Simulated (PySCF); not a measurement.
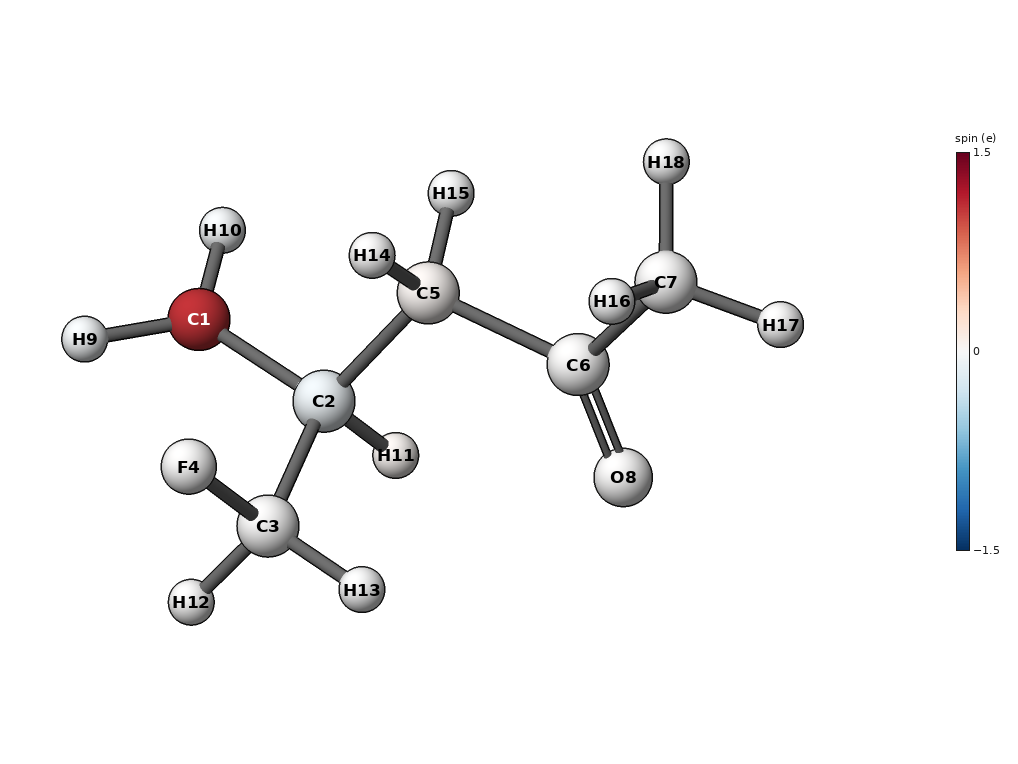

Atoms are coloured by their Mulliken spin populations. The species is neutral and a spin doublet. Computed geometry: GFN2-xTB optimisation. No frequency run is at hand to confirm it as a minimum. Level of theory: UKS B3LYP, pcH-1 on C F H O, non-relativistic (PySCF 2.14.0).

Give the Mulliken spin populations atom by atom.

```json
{"atom": "C1", "value (e)": "1.08"}
{"atom": "C2", "value (e)": "−0.09"}
{"atom": "C3", "value (e)": "0.00"}
{"atom": "F4", "value (e)": "0.00"}
{"atom": "C5", "value (e)": "0.04"}
{"atom": "C6", "value (e)": "0.00"}
{"atom": "C7", "value (e)": "0.00"}
{"atom": "O8", "value (e)": "0.01"}
{"atom": "H9", "value (e)": "−0.05"}
{"atom": "H10", "value (e)": "−0.05"}
{"atom": "H11", "value (e)": "0.04"}
{"atom": "H12", "value (e)": "0.00"}
{"atom": "H13", "value (e)": "0.00"}
{"atom": "H14", "value (e)": "0.00"}
{"atom": "H15", "value (e)": "0.00"}
{"atom": "H16", "value (e)": "0.00"}
{"atom": "H17", "value (e)": "0.00"}
{"atom": "H18", "value (e)": "0.00"}
```

Mulliken values depend strongly on the basis set.
